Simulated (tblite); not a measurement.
## Frequency calculation, with input and output: C2H13ClGeSi3

The run: frequency calculation of C2H13ClGeSi3. Method and program: GFN2-xTB harmonic vibrations, gas phase (tblite 0.8.0).

It belongs to a series of runs on one base structure; here: H on Si replaced by CH2SiH3.

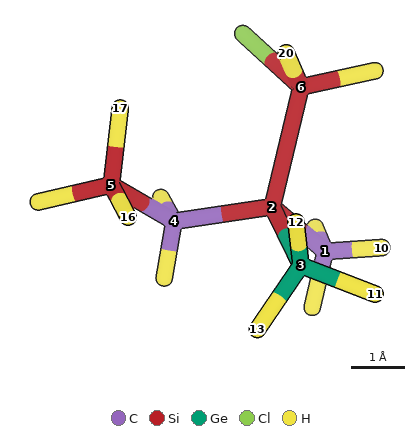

Fig. 1: The structure as given in the input (stick view, seen at a tilt; atoms are numbered from 1 in the order of the input). Sticks mark near contacts. Bond lengths as drawn: Cl–Si 2.03 Å, C–H 1.09 Å, C–Si 1.90 to 1.91 Å, Ge–H 1.50 Å, Ge–Si 2.36 Å, H–Si 1.47 Å and Si–Si 2.33 Å.

Input:
```
{"job": {"kind": "ir", "xc": "GFN2-xTB", "basis": "xTB"}, "charge": 0, "multiplicity": 1}
C     -0.630474    -1.228212    -2.027855
Si    -0.325946    -0.270159    -0.398064
Ge    -1.098450     1.937522    -0.738298
C      1.562970    -0.200195    -0.092156
Si     2.099979     0.788336     1.441754
Si    -1.457324    -1.314321     1.355616
Cl    -0.323270    -2.840167     2.064736
H     -0.302291    -2.261615    -1.957149
H     -0.100729    -0.771101    -2.860135
H     -1.688109    -1.235033    -2.279283
H     -2.268901     2.074984    -1.673750
H     -1.583527     2.664806     0.483477
H     -0.112385     2.909108    -1.325575
H      1.943563    -1.218302    -0.002313
H      2.048347     0.229232    -0.970620
H      1.602660     2.163444     1.324770
H      1.534712     0.161171     2.639006
H      3.563421     0.798185     1.527337
H     -2.736038    -1.924585     0.977719
H     -1.733356    -0.452421     2.507745
```

The first line tells a small driver script what to run in tblite; the rest is the geometry in Å.

Machine: 1 CPU thread, shared host.

Run as:
```bash
OMP_NUM_THREADS=1 python <driver script> task.json out
```

The program's output:
```
mode    cm-1     km/mol
  1      21.2      1.25
  2      41.5      0.06
  3      54.6      2.21
  4      65.9      0.14
  5      85.2      0.55
  6      90.5      1.34
  7     103.7      0.42
  8     119.8      1.02
  9     121.6      0.30
 10     141.6      4.58
 11     158.3     15.15
 12     206.6      7.46
 13     312.9      5.94
 14     341.8     20.03
 15     347.9     14.16
 16     381.6     19.71
 17     421.9     72.28
 18     487.3      2.33
 19     496.8     22.20
 20     517.0     19.25
 21     568.3      8.98
 22     661.5    148.01
 23     666.7    516.83
 24     692.4     82.05
 25     716.4     45.22
 26     774.4    200.97
 27     780.0    185.57
 28     782.6    293.43
 29     788.6    466.50
 30     794.9    103.03
 31     807.5     12.64
 32     812.2    277.30
 33     827.4    428.08
 34     894.6    120.31
 35     898.1    133.83
 36    1008.8      1.76
 37    1120.1     75.12
 38    1363.0     12.42
 39    1443.1      1.91
 40    1480.0      1.41
 41    1480.7      0.62
 42    1903.6    283.30
 43    1994.1    504.05
 44    2004.3    502.13
 45    2196.0    356.83
 46    2222.6     80.15
 47    2226.9    306.66
 48    2242.7    358.98
 49    2248.6    259.38
 50    2956.5     31.58
 51    2972.1     20.42
 52    3020.9     25.83
 53    3024.2     11.43
 54    3030.8     23.47
```

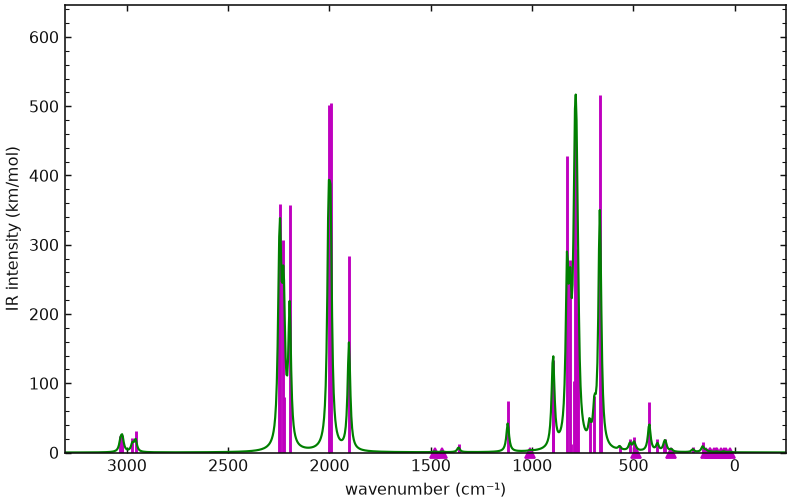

Fig. 2: Harmonic infrared spectrum, unscaled: sticks (degenerate modes added up, dark ones marked on the axis) with a Lorentzian envelope of 16 cm⁻¹ full width, scaled to the tallest stick. 54 modes from 21 to 3031 cm⁻¹, none imaginary. The strongest line is at 667 cm⁻¹ (517 km/mol).

Summary:

| quantity | value |
| --- | --- |
| outcome | converged |
| total energy | −614.8979 eV |
| zero-point energy | 79.9450 kcal/mol |
| wall time | 2.4 s |
| peak memory | 0.18 GiB |
